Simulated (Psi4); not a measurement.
# SiH4O2 (Si(OH)2H2): FNO-MP3/6-31G(d,p) (Cholesky decomposition, Cartesian functions)

What is the energy difference between two shapes of SiH4O2 (Si(OH)2H2) at FNO-MP3/6-31G** (Cholesky decomposition, Cartesian functions)? 

The calculation is run with Psi4 1.11.

1 further run of the same task is left out (it didn't finish).

**1. The molecule**

SiH4O2: 7 atoms, total charge 0, spin state singlet. As SMILES, `[H][Si]([H])(O)O`. Geometry: relaxed at GFN2-xTB. This is one conformer, not always the lowest.

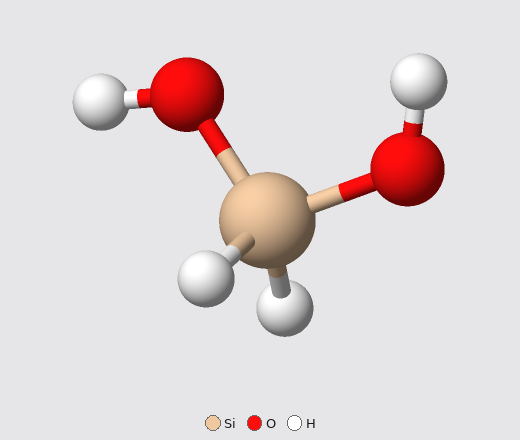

Viewed from a chosen angle; silicon light orange, oxygen red, hydrogen white.

**2. A single-point energy at FNO-MP3/6-31G(d,p) (Cholesky decomposition, Cartesian functions)**

input.json

```json
{
  "schema_name": "qcschema_input",
  "schema_version": 1,
  "molecule": {
    "schema_name": "qcschema_molecule",
    "schema_version": 2,
    "symbols": ["Si", "O", "H", "O", "H", "H", "H"],
    "geometry": [-0.47668341, 0.12033776, -0.65492238, -0.37361775, 0.08407392, 2.43067913, -1.88165699, 0.2400897, 3.39502526, 2.42674849, -0.13768545, -1.57193088, 3.65408782, -0.81995217, -0.44261165, -1.37339626, 2.53727858, -1.61577253, -1.9754819, -2.02414234, -1.54046694],
    "molecular_charge": 0,
    "molecular_multiplicity": 1
  },
  "driver": "energy",
  "model": {
    "method": "fno-mp3",
    "basis": "6-31G**"
  },
  "keywords": {
    "scf_type": "cd",
    "freeze_core": true,
    "mp_type": "conv"
  }
}
```

Started as:

```
$ psi4 --qcschema input.json -n 1 --memory 1600MB
```

stdout, cut to the lines that bear on the results:

```text
[...]
  Running in c1 symmetry.
[...]
  Nuclear repulsion =  122.218765949476975
[...]
  Multiplicity = 1
[...]
  Nalpha       = 17
  Nbeta        = 17
[...]
    Number of basis functions: 69
[...]
   @RHF iter   1:  -440.93042691365997   -7.33157e-01   8.14341e-03 DIIS/ADIIS
[...]
   @RHF iter  11:  -441.06102739451552   -7.95808e-13   3.92188e-09 DIIS
[...]
    Orbital Energies [Eh]
    ---------------------
    Doubly Occupied:
       1A    -68.799251     2A    -20.564860     3A    -20.555554
       4A     -6.150928     5A     -4.258756     6A     -4.257831
       7A     -4.256532     8A     -1.355647     9A     -1.327748
      10A     -0.773868    11A     -0.707694    12A     -0.616054
      13A     -0.575934    14A     -0.542658    15A     -0.519238
      16A     -0.508981    17A     -0.441767
[...]
  @RHF Final Energy:  -441.06102739451552
   => Energetics <=
    Nuclear Repulsion Energy =            122.2187659494769747
    One-Electron Energy =                -854.1329843056130358
    Two-Electron Energy =                 290.8531909616205553
    Total Energy =                       -441.0610273945155200
[...]
 Multipole Moments:
 ------------------------------------------------------------------------------------
     Multipole            Electronic (a.u.)      Nuclear  (a.u.)        Total (a.u.)
 ------------------------------------------------------------------------------------
 L = 1.  Multiply by 2.5417464519 to convert [e a0] to [Debye]
 Dipole X            :          0.8228657           -1.3424591           -0.5195934
 Dipole Y            :         -0.0558070           -0.1081995           -0.1640065
 Dipole Z            :          0.5080181            0.0433563            0.5513745
 Magnitude           :                                                    0.7751705
[...]
      * MP2 total energy:                   -441.521463169951
[...]
      * MP2 total energy:                   -441.521463169951
[...]
      * MP3 total energy:                   -441.536486852129
[...]
```

The result, in JSON:

```text
{
 "driver": "energy",
 "model": {
  "method": "fno-mp3",
  "basis": "6-31G**"
 },
 "success": true,
 "return_result": -441.53648685212914,
 "properties": {
  "calcinfo_nbasis": 69,
  "calcinfo_nmo": 69,
  "calcinfo_nalpha": 17,
  "calcinfo_nbeta": 17,
  "calcinfo_natom": 7,
  "nuclear_repulsion_energy": 122.21876594947697,
  "return_energy": -441.53648685212914,
  "scf_one_electron_energy": -854.132984305613,
  "scf_two_electron_energy": 290.85319096162056,
  "scf_dipole_moment": [-0.5195934401349851, -0.16400650477476647, 0.5513744530153646],
  "scf_total_energy": -441.0610273945155,
  "scf_iterations": 11,
  "mp2_same_spin_correlation_energy": -0.11406297842837096,
  "mp2_opposite_spin_correlation_energy": -0.34637279700744944,
  "mp2_singles_energy": 0.0,
  "mp2_doubles_energy": -0.46043577543582037,
  "mp2_correlation_energy": -0.46043577543582037,
  "mp2_total_energy": -441.52146316995135
 }
}
```

Wall time 2.5 s (1 thread of AMD EPYC 9R45 (Zen 5), shared host); peak memory 0.36 GiB.

**3. The distorted shape, same level**

h4o2si.sdf

```

     RDKit          3D

  7  6  0  0  0  0  0  0  0  0999 V2000
   -0.2708    0.0532   -0.3569 Si  0  0  0  0  0  4  0  0  0  0  0  0
   -0.2003    0.0303    1.2762 O   0  0  0  0  0  0  0  0  0  0  0  0
   -1.0029    0.1198    1.7787 H   0  0  0  0  0  0  0  0  0  0  0  0
    1.2680   -0.0982   -0.8361 O   0  0  0  0  0  0  0  0  0  0  0  0
    1.9421   -0.4135   -0.2564 H   0  0  0  0  0  0  0  0  0  0  0  0
   -0.7379    1.3492   -0.8331 H   0  0  0  0  0  0  0  0  0  0  0  0
   -1.0471   -1.0685   -0.8188 H   0  0  0  0  0  0  0  0  0  0  0  0
  2  1  1  0
  3  2  1  0
  4  1  1  0
  5  4  1  0
  6  1  1  0
  7  1  1  0
M  END
$$$$
```

job.py

```python
import psi4
from rdkit import Chem

psi4.set_memory(1600000000)
psi4.set_num_threads(1)
psi4.set_output_file('h4o2si.out', False)

rd = Chem.SDMolSupplier('h4o2si.sdf', removeHs=False, sanitize=False)[0]
xyz = rd.GetConformer().GetPositions()
atoms = '\n'.join(f'{a.GetSymbol()} {x:.4f} {y:.4f} {z:.4f}' for a, (x, y, z) in zip(rd.GetAtoms(), xyz))
molecule = psi4.geometry('0 1\n' + atoms + '')

psi4.set_options({
    'scf_type': 'cd',
    'freeze_core': True,
    'mp_type': 'conv',
})

E = psi4.energy('fno-mp3/6-31G**', molecule=molecule)
print(f'fno-mp3/6-31G** energy: {E:.10f} Eh')
```

Started as:

```
$ python job.py
```

h4o2si.out, cut to the lines that bear on the results:

```text
[...]
  Running in c1 symmetry.
[...]
  Nuclear repulsion =  122.348064907962353
[...]
  Multiplicity = 1
[...]
  Nalpha       = 17
  Nbeta        = 17
[...]
    Number of basis functions: 69
[...]
   @RHF iter   1:  -440.92906300869720   -7.21767e-01   8.17043e-03 ADIIS/DIIS
[...]
   @RHF iter  11:  -441.06020763511390   -1.87583e-12   3.74302e-09 DIIS
[...]
    Orbital Energies [Eh]
    ---------------------
    Doubly Occupied:
       1A    -68.797970     2A    -20.562766     3A    -20.551941
       4A     -6.149993     5A     -4.257822     6A     -4.256826
       7A     -4.255587     8A     -1.354346     9A     -1.326368
      10A     -0.775349    11A     -0.706307    12A     -0.617914
      13A     -0.576291    14A     -0.538290    15A     -0.519165
      16A     -0.507078    17A     -0.443365
[...]
  @RHF Final Energy:  -441.06020763511390
   => Energetics <=
    Nuclear Repulsion Energy =            122.3480649079623532
    One-Electron Energy =                -854.4217908301410489
    Two-Electron Energy =                 291.0135182870648123
    Total Energy =                       -441.0602076351138976
[...]
 Multipole Moments:
 ------------------------------------------------------------------------------------
     Multipole            Electronic (a.u.)      Nuclear  (a.u.)        Total (a.u.)
 ------------------------------------------------------------------------------------
 L = 1.  Multiply by 2.5417464519 to convert [e a0] to [Debye]
 Dipole X            :          0.7691253           -1.3047183           -0.5355930
 Dipole Y            :         -0.1030149           -0.0343501           -0.1373650
 Dipole Z            :          0.4482913            0.0545943            0.5028857
 Magnitude           :                                                    0.7474108
[...]
      * MP2 total energy:                   -441.520188482209
[...]
      * MP2 total energy:                   -441.520188482209
[...]
      * MP3 total energy:                   -441.535344945167
[...]
```

On the terminal:

```text
fno-mp3/6-31G** energy: -441.5353449452 Eh
```

Run time: 2.5 s. Hardware: 1 thread of AMD EPYC 9R45 (Zen 5), shared host; peak memory 0.39 GiB.

**4. What came out**

Level: FNO-MP3/6-31G** (Cholesky decomposition, Cartesian functions), 7 core orbitals frozen.

| quantity | value |
| --- | --- |
| first shape: total energy | -441.53649 Eh |
| first shape: HOMO energy (Hartree–Fock orbitals) | -12.02 eV |
| first shape: LUMO energy (Hartree–Fock orbitals) | 4.17 eV |
| first shape: HOMO–LUMO gap (Hartree–Fock orbitals) | 16.19 eV |
| first shape: correlation energy (7 core orbitals frozen) | -475.5 mEh |
| distorted shape: total energy | -441.53534 Eh |
| distorted shape: HOMO energy (Hartree–Fock orbitals) | -12.06 eV |
| distorted shape: LUMO energy (Hartree–Fock orbitals) | 4.14 eV |
| distorted shape: HOMO–LUMO gap (Hartree–Fock orbitals) | 16.20 eV |
| distorted shape: correlation energy (7 core orbitals frozen) | -475.1 mEh |
| energy change with the atoms displaced | 0.031 eV |

In words: With the atoms displaced the energy rises by 0.03 eV (0.7 kcal/mol). The first shape isn't relaxed at this level, so the change isn't measured from a minimum.
